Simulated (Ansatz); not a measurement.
## BeS under a change: S → Mo

Take BeS in the zinc blende structure (space group F-43m, No. 216; a = 4.876 Å) as the base.

It is then changed as follows: every S is replaced by Mo, then cell and atoms are relaxed.

All numbers come from PBE, PAW, 420 eV (Ansatz, a first-principles code; scalar-relativistic without spin-orbit coupling), earlier PAW set. k-mesh 16×16×16 (Γ-centred); smearing 0.05 eV (Fermi–Dirac), for the changed cell.

```csv
quantity,base,changed,shift
volume per atom,14.49 Å³,15.87 Å³,+1.38 Å³
density,2.35 g/cm³,5.49 g/cm³,+3.14 g/cm³
lattice parameter a,4.876 Å,5.026 Å,+0.150 Å
space group,F-43m (No. 216),F-43m (No. 216),–
shortest interatomic distance,2.111 Å,2.176 Å,+0.065 Å
band gap,3.15 eV,zero,–
```

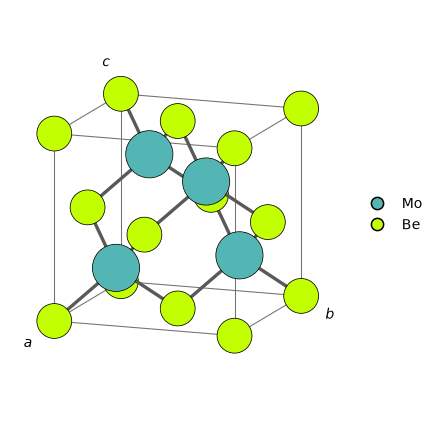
Fig. 1. The relaxed conventional cell after the change

No phonon test of stability was made. As relaxed here, BeMo is a hypothetical phase, not in the database extracts checked. The final runs are not spin-polarised. BeMo has a high density of states at the Fermi level and may be magnetic at this level.
